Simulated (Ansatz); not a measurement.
# Cl₂H₃O₂Ta···HF: what the fields show

```yaml
atoms:
  - { symbol: Ta, position_ang: [-0.7074, -0.5220, 0.2097] }
  - { symbol: F, position_ang: [2.1447, 0.7394, 0.3844] }
  - { symbol: Cl, position_ang: [-0.2822, -0.8278, 2.5147] }
  - { symbol: O, position_ang: [-0.3722, -0.6057, -1.6511] }
  - { symbol: H, position_ang: [0.2075, -0.9625, -2.3322] }
  - { symbol: O, position_ang: [-0.8538, 1.3498, 0.3341] }
  - { symbol: H, position_ang: [-0.1436, 2.0051, 0.4195] }
  - { symbol: Cl, position_ang: [-2.6913, -1.7102, 0.1738] }
  - { symbol: H, position_ang: [0.8271, -1.4467, 0.1973] }
  - { symbol: H, position_ang: [2.1261, -0.1736, 0.5625] }
```

Core potentials replace the inner electrons of Ta.

These are results of RKS B3LYP-D4/def2-SVP in Ansatz 0.2.0, not measurements.

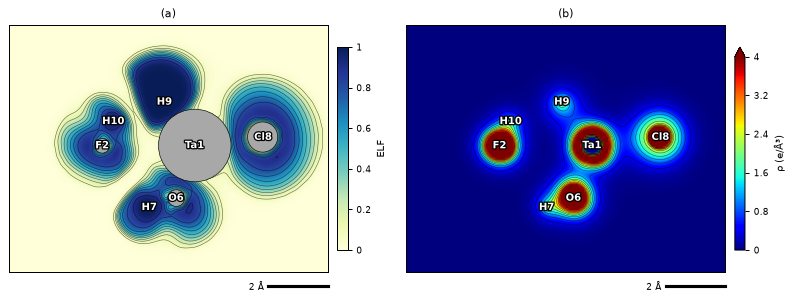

Figure 1. (a) electron localisation function; (b) electron density on the plane of atoms Ta1, O6 and H7. Grey discs cover the atomic cores in the ELF map.

What does the map show?

Answer. The plane passes through Ta, F, O, H and Cl nuclei. Ta1···H10 (2.88 Å): the density falls to about 0.09 e/Å³ on the way; the ELF dips to about 0.05 between them. Ta–O (1.88 Å): ρ is about 1.1 e/Å³ halfway; the ELF peaks at about 0.85 in the valence shell of O, 0.5 Å from its nucleus, and drops to about 0.25 between the two atoms. Ta–Cl (2.31 Å): the density is about 0.65 e/Å³ at the midpoint; the ELF peaks at about 0.85 in the valence shell of Cl, 0.8 Å from its nucleus, and is about 0.40 at the midpoint. F–H (0.93 Å): ρ at the midpoint is about 4.6 e/Å³; the ELF climbs to about 1 towards the hydrogen, as it does in any bond to H (an ordinary covalent bond to hydrogen). O–H (0.97 Å): ρ is about 3.6 e/Å³ halfway; the ELF climbs to about 1 towards the hydrogen: an ordinary covalent bond to hydrogen. The ELF also peaks beside F2, away from the bonds: lone-pair regions.

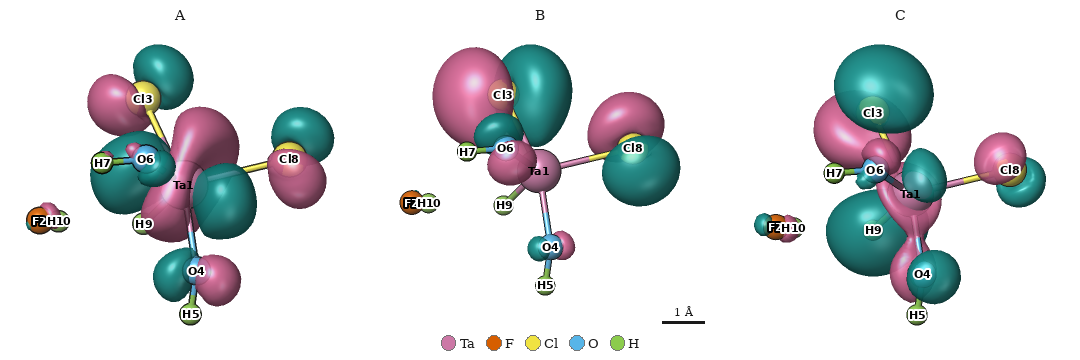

Figure 2. Three frontier orbitals at ±0.1 Å⁻³ᐟ² (teal and pink are the two phases), in no order.

Which picture is the HOMO−1, the HOMO and the LUMO?

Answer. B is the HOMO−1 (−8.51 eV). It lies mainly on Cl3 (about 60 %) and Cl8 (about 25 %). C is the HOMO (−8.05 eV). Its weight (Hirshfeld) is mainly on Cl3 (about 50 %), H9 (about 15 %), Ta1 (about 15 %) and O4 (about 5 %). A is the LUMO (−2.33 eV). It lies mainly on Ta1 (about 65 %), Cl3 (about 10 %), Cl8 (about 10 %) and O4 (about 5 %).

What is the HOMO–LUMO gap?

Answer. 5.72 eV between the orbital energies.

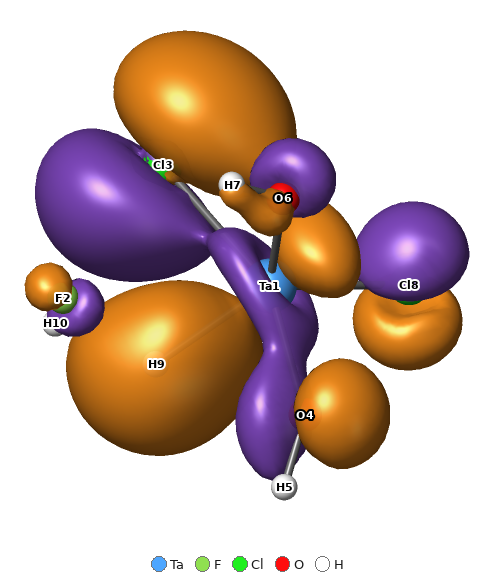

Figure 3. One frontier orbital at ±0.08 Å⁻³ᐟ² (orange and purple are the two phases), seen at a tilt.

Which orbital is it: HOMO or LUMO?

Answer. The HOMO, at −8.05 eV. Its weight (Hirshfeld) is mainly on Cl3 (about 50 %), H9 (about 15 %), Ta1 (about 15 %) and O4 (about 5 %).
